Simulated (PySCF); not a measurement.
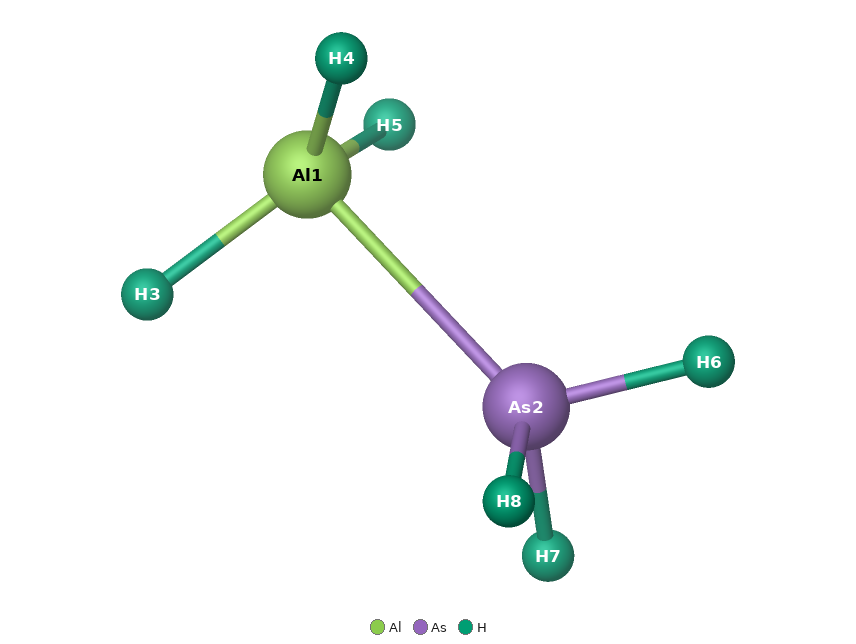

The computed structure is the end point of a PBE0-D3(BJ)/def2-SVP optimisation. No frequency run is at hand to confirm it as a minimum. Level of theory: delta-SCF UKS HF, pcX-2 on the ionised atom, pcseg-1 elsewhere, spin-free X2C (PySCF 2.14.0).

Give the core-electron binding energies (to vacuum; p and d levels without spin–orbit splitting) of Al1 1s, Al1 2p.

```csv
atom,level,binding energy (eV)
Al1,1s,1566.3
Al1,2p,78.7
```
